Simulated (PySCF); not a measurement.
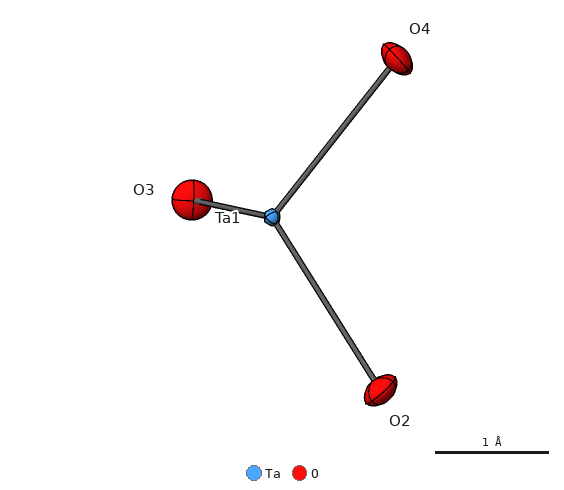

Displacement ellipsoids at the 50 % level, enlarged 2 times, from the internal vibrations of the free molecule (harmonic, no overall translation or rotation; no half-axis is drawn under 0.075 Å). Charge −1, singlet. Vibrations computed with RKS-based PBE, Ta def2-SVPD with ECP60, O def2-SVPD; scalar-relativistic core potentials; density fitting (PySCF 2.14.0). Temperature: 298 K.

> Which atom moves most?

O2, O3, O4, with U_eq = 0.0026 Å².

List U_eq and the three principal root-mean-square amplitudes for each kind of atom.

```csv
atom,U_eq (Å²),rms amplitudes (Å)
Ta1,0.00008,"0.007, 0.007, 0.013"
"O2, O3, O4",0.0026,"0.035, 0.057, 0.058"
```

The search tried a few shapes and spins; others may lie lower.
